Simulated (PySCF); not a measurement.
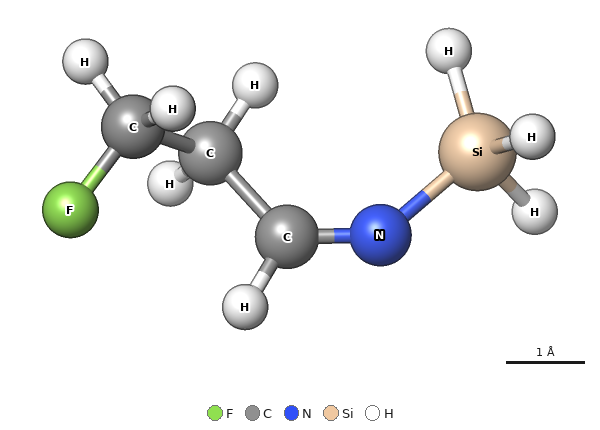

*The starting structure (ball-and-stick view, seen at a tilt).*

Bond lengths as drawn: C–C 1.51 to 1.54 Å, C–F 1.36 Å, C–H 1.08 to 1.13 Å, C–N 1.21 Å, H–Si 1.46 to 1.47 Å and N–Si 1.71 Å.

Run report: C3H8FNSi, geometry relaxation

The run: geometry relaxation of C3H8FNSi. Method and program: PBE0-D3(BJ)/def2-SVP geometry optimisation, gas phase (PySCF 2.14.0).

It belongs to a series of runs on one base structure; here: constitutional isomer.

The input
```
{"job": {"xc": "PBE0", "basis": "def2-SVP", "d3": "d3bj", "grid": 1, "shake": 0.01, "kind": "geom"}, "charge": 0, "multiplicity": 1}
F     -2.954210     0.134570     0.482460
C     -2.041160     0.418290    -0.490060
C     -0.859690    -0.515000    -0.346250
C     -0.070690    -0.245320     0.943280
N      1.108920    -0.023940     1.083120
Si     2.504080     0.127080     0.102750
H     -1.731610     1.468510    -0.366500
H     -2.516650     0.286210    -1.458760
H     -1.205940    -1.538140    -0.296780
H     -0.173610    -0.388600    -1.178950
H     -0.747630    -0.262920     1.844760
H      3.387140    -0.919380     0.640080
H      2.938080     1.489490     0.377170
H      2.355820    -0.045910    -1.344060
```

The first line tells a small driver script what to run in PySCF; the rest is the geometry in Å.

Machine: 1 CPU thread, shared host.

Launch command:
```bash
OMP_NUM_THREADS=1 python <driver script> task.json out
```

What the program printed
```
step   0  E = -562.47586366  max force = 0.098153
step   1  E = -562.48445287  max force = 0.018495
step   2  E = -562.48483669  max force = 0.004557
step   3  E = -562.48455347  max force = 0.007899
step   4  E = -562.48489121  max force = 0.004109
step   5  E = -562.48496114  max force = 0.002189
step   6  E = -562.48497930  max force = 0.001349
step   7  E = -562.48499206  max force = 0.000420
optimisation converged
```

Trajectory as extended XYZ (Å, eV, eV/Å), 8 frames, from step=0 to step=7
```
14
Properties=species:S:1:pos:R:3:forces:R:3 step=0 energy=-15305.74785
F    -2.9542    0.1346    0.4825   -0.3955  -0.0494   0.3285
C    -2.0412    0.4183   -0.4901    0.3664  -0.1423   0.4031
C    -0.8597   -0.5150   -0.3463    0.7629   0.9593   0.8945
C    -0.0707   -0.2453    0.9433   -5.0472  -0.8948  -0.3033
N     1.1089   -0.0239    1.0831    3.4125   0.6670   0.7083
Si    2.5041    0.1271    0.1027   -0.0028  -0.2182   0.3725
H    -1.7316    1.4685   -0.3665    0.0389   0.0861  -0.1470
H    -2.5166    0.2862   -1.4588   -0.2210   0.0276  -0.5192
H    -1.2059   -1.5381   -0.2968   -0.3097  -0.6982  -0.1598
H    -0.1736   -0.3886   -1.1789    0.1929  -0.0874  -0.5663
H    -0.7476   -0.2629    1.8448    0.2527   0.0074  -0.2713
H     3.3871   -0.9194    0.6401    0.4913  -0.1489  -0.0161
H     2.9381    1.4895    0.3772    0.5042   0.5950   0.0193
H     2.3558   -0.0459   -1.3441   -0.0456  -0.1030  -0.7431
14
Properties=species:S:1:pos:R:3:forces:R:3 step=1 energy=-15305.98158
F    -3.4497    0.0406    0.4218    0.0830   0.0165  -0.0440
C    -2.5328    0.3229   -0.5631   -0.0878   0.0404  -0.0759
C    -1.2963   -0.5372   -0.3908   -0.1621  -0.1939  -0.0602
C    -0.5844   -0.2736    0.9030    0.9511   0.1543   0.0094
N     0.6553   -0.0404    1.0684   -0.7130  -0.1061   0.1712
Si    2.0644    0.1265    0.0722    0.0281  -0.0012  -0.2213
H    -2.2753    1.3948   -0.5059   -0.0174   0.0142   0.0308
H    -3.0047    0.1403   -1.5456    0.0404  -0.0303   0.0673
H    -1.6253   -1.5970   -0.3917    0.0632   0.1274  -0.0151
H    -0.6177   -0.4000   -1.2486   -0.0262   0.0124   0.0430
H    -1.2358   -0.2889    1.7977   -0.0504  -0.0163   0.0008
H     3.0886   -0.8595    0.5260   -0.0754  -0.0361   0.0259
H     2.6109    1.4987    0.2879   -0.0551   0.0080   0.0051
H     1.8634   -0.0647   -1.4120    0.0216   0.0107   0.0629
14
Properties=species:S:1:pos:R:3:forces:R:3 step=2 energy=-15305.99202
F    -3.4376    0.0307    0.4323   -0.0072   0.0046  -0.0025
C    -2.5344    0.3233   -0.5598    0.0007   0.0174   0.0175
C    -1.2919   -0.5305   -0.3967    0.0348  -0.0222  -0.0495
C    -0.5689   -0.2678    0.8953    0.1721   0.0271   0.1029
N     0.6594   -0.0319    1.0787   -0.2343  -0.0270   0.0694
Si    2.0611    0.1247    0.0701    0.0895   0.0033  -0.1374
H    -2.2885    1.3981   -0.4997    0.0039  -0.0055  -0.0003
H    -3.0095    0.1333   -1.5370    0.0018  -0.0146   0.0065
H    -1.6102   -1.5894   -0.4017    0.0179   0.0184  -0.0033
H    -0.6204   -0.3835   -1.2566    0.0040   0.0092  -0.0150
H    -1.2281   -0.2931    1.7854   -0.0551  -0.0045   0.0015
H     3.0672   -0.8701    0.5412   -0.0163  -0.0167   0.0024
H     2.6023    1.4997    0.2763   -0.0152   0.0037  -0.0038
H     1.8603   -0.0808   -1.4084    0.0035   0.0066   0.0117
14
Properties=species:S:1:pos:R:3:forces:R:3 step=3 energy=-15305.98431
F    -3.4272    0.0037    0.3921   -0.0510  -0.0082   0.0401
C    -2.4988    0.3249   -0.5657    0.0526  -0.0467   0.0163
C    -1.2500   -0.5141   -0.3749   -0.1954   0.0793   0.1108
C    -0.5734   -0.2639    0.9480   -0.3232  -0.1003  -0.4062
N     0.6483   -0.0252    1.1174    0.3798   0.1118   0.3528
Si    2.0081    0.1172    0.0439    0.0974   0.0100   0.0569
H    -2.2742    1.4027   -0.4813    0.0178  -0.0116  -0.0216
H    -2.9363    0.1359   -1.5588   -0.0410   0.0183  -0.0465
H    -1.5470   -1.5749   -0.4101   -0.0497  -0.0903  -0.0284
H    -0.5530   -0.3396   -1.2084    0.0056   0.0096   0.0107
H    -1.2525   -0.3070    1.8250    0.0588   0.0224  -0.0213
H     3.0099   -0.8913    0.4925    0.0320   0.0064  -0.0221
H     2.5556    1.4932    0.2204    0.0205  -0.0035  -0.0109
H     1.7512   -0.0991   -1.4208   -0.0043   0.0027  -0.0306
14
Properties=species:S:1:pos:R:3:forces:R:3 step=4 energy=-15305.99351
F    -3.4343    0.0228    0.4101   -0.0170  -0.0007   0.0137
C    -2.5154    0.3247   -0.5641    0.0191  -0.0041   0.0035
C    -1.2728   -0.5257   -0.3850   -0.0922   0.0099   0.0267
C    -0.5729   -0.2683    0.9220   -0.0558  -0.0343  -0.1492
N     0.6524   -0.0322    1.0975    0.0943   0.0504   0.2113
Si    2.0350    0.1222    0.0582    0.0794   0.0024  -0.0515
H    -2.2752    1.4001   -0.4932    0.0069  -0.0049  -0.0053
H    -2.9716    0.1372   -1.5501   -0.0157  -0.0042  -0.0121
H    -1.5854   -1.5847   -0.4021   -0.0092  -0.0257  -0.0155
H    -0.5874   -0.3703   -1.2324    0.0021   0.0113   0.0048
H    -1.2409   -0.2997    1.8066   -0.0037   0.0025  -0.0150
H     3.0442   -0.8764    0.5139   -0.0034  -0.0088  -0.0054
H     2.5787    1.4978    0.2528   -0.0056   0.0013  -0.0056
H     1.8064   -0.0849   -1.4149    0.0007   0.0048  -0.0005
14
Properties=species:S:1:pos:R:3:forces:R:3 step=5 energy=-15305.99541
F    -3.4342    0.0207    0.4209   -0.0019   0.0001   0.0044
C    -2.5228    0.3222   -0.5608    0.0100  -0.0005   0.0039
C    -1.2764   -0.5244   -0.3906    0.0078   0.0110   0.0073
C    -0.5680   -0.2646    0.9125   -0.1126  -0.0351  -0.0401
N     0.6561   -0.0273    1.1003    0.0732   0.0298   0.0760
Si    2.0444    0.1225    0.0626    0.0282  -0.0047  -0.0284
H    -2.2837    1.3980   -0.4943    0.0000   0.0001  -0.0041
H    -2.9868    0.1311   -1.5429   -0.0062  -0.0009  -0.0020
H    -1.5860   -1.5846   -0.4064    0.0039  -0.0153  -0.0050
H    -0.5974   -0.3662   -1.2429   -0.0041   0.0080  -0.0032
H    -1.2407   -0.2962    1.7938    0.0052   0.0067  -0.0034
H     3.0470   -0.8816    0.5211   -0.0008  -0.0001  -0.0036
H     2.5903    1.4971    0.2567    0.0006  -0.0019   0.0002
H     1.8188   -0.0842   -1.4108   -0.0035   0.0025  -0.0019
14
Properties=species:S:1:pos:R:3:forces:R:3 step=6 energy=-15305.99590
F    -3.4322    0.0156    0.4227   -0.0020   0.0010   0.0025
C    -2.5232    0.3199   -0.5605    0.0015  -0.0033   0.0033
C    -1.2736   -0.5219   -0.3916    0.0199   0.0056   0.0016
C    -0.5675   -0.2614    0.9126   -0.0694  -0.0215  -0.0126
N     0.6565   -0.0234    1.1067    0.0389   0.0147   0.0228
Si    2.0440    0.1218    0.0635   -0.0004  -0.0055  -0.0115
H    -2.2879    1.3966   -0.4948    0.0005   0.0002  -0.0033
H    -2.9883    0.1268   -1.5418   -0.0019  -0.0005   0.0014
H    -1.5781   -1.5839   -0.4094    0.0054  -0.0034  -0.0041
H    -0.5958   -0.3589   -1.2440   -0.0017   0.0049  -0.0011
H    -1.2433   -0.2927    1.7914    0.0055   0.0064   0.0008
H     3.0429   -0.8878    0.5171    0.0020   0.0011  -0.0014
H     2.5959    1.4940    0.2566    0.0037  -0.0018   0.0025
H     1.8113   -0.0821   -1.4091   -0.0021   0.0019  -0.0009
14
Properties=species:S:1:pos:R:3:forces:R:3 step=7 energy=-15305.99625
F    -3.4305    0.0062    0.4226    0.0027   0.0007  -0.0016
C    -2.5236    0.3157   -0.5611   -0.0053  -0.0023   0.0010
C    -1.2682   -0.5174   -0.3921    0.0073  -0.0008   0.0008
C    -0.5678   -0.2556    0.9146    0.0013  -0.0042   0.0108
N     0.6564   -0.0177    1.1152   -0.0044  -0.0006  -0.0216
Si    2.0412    0.1206    0.0644   -0.0149  -0.0037   0.0066
H    -2.2953    1.3939   -0.4965   -0.0001   0.0004  -0.0014
H    -2.9881    0.1190   -1.5421    0.0008  -0.0008   0.0023
H    -1.5641   -1.5820   -0.4137    0.0054   0.0022  -0.0034
H    -0.5905   -0.3468   -1.2431    0.0000   0.0033   0.0009
H    -1.2469   -0.2856    1.7906    0.0005   0.0045   0.0018
H     3.0345   -0.8988    0.5088    0.0026   0.0006   0.0002
H     2.6055    1.4874    0.2591    0.0040  -0.0012   0.0031
H     1.7982   -0.0762   -1.4074    0.0000   0.0017   0.0004
```

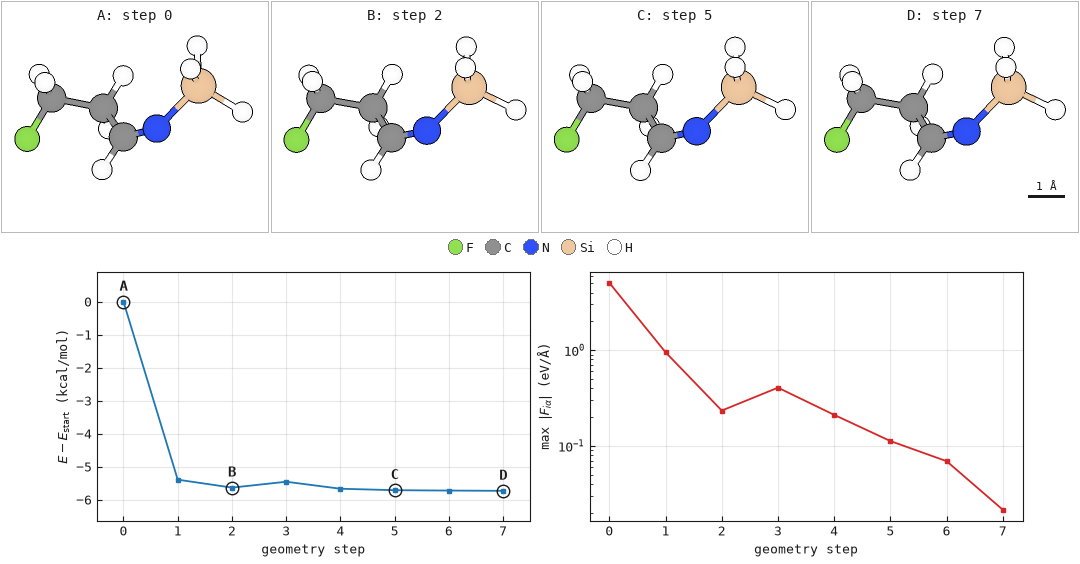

*Frames of the relaxation (ball-and-stick view, seen at a tilt) above the curves, on which the letters mark them (steps are counted from 0).*

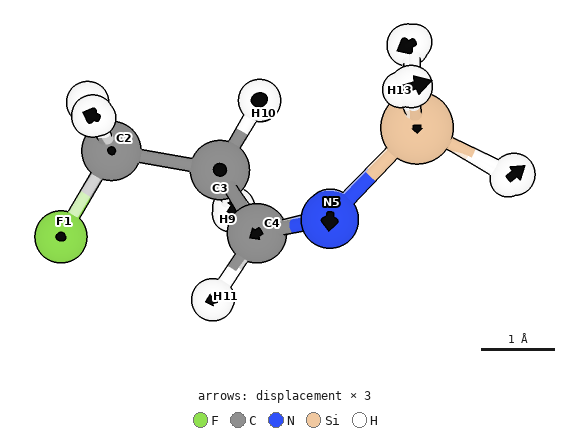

*Start (faint) and end (solid) with the displacements as black arrows, magnified 3 times (ball-and-stick view, seen at a tilt). The two geometries are laid on each other by the best rigid fit.*

After 7 geometry steps the energy has fallen by 5.73 kcal/mol. Largest force component: 5 eV/Å at the start, 0.022 eV/Å at the end. H13 moves most after the best rigid fit: 0.16 Å. By element the largest moves are H 0.16 Å, N 0.10 Å, C 0.07 Å, Si 0.04 Å, F 0.04 Å. Among the contacts that change: C4–N5 1.208 → 1.263 Å, Si6–H14 1.465 → 1.505 Å, Si6–H13 1.456 → 1.491 Å, N5–Si6 1.712 → 1.744 Å. Among the angles that change: H12–Si6–H13 114.7° → 109.6°, C4–N5–Si6 138.2° → 133.5°, N5–Si6–H12 102.6° → 107.2°. (Atoms are counted from 1 in the order of the input.)

Results in brief

- outcome: converged
- total energy: −562.484992 hartree
- dipole moment: 2.26 D
- point group: C1
- wall time: 85 s
- peak memory: 0.5 GiB
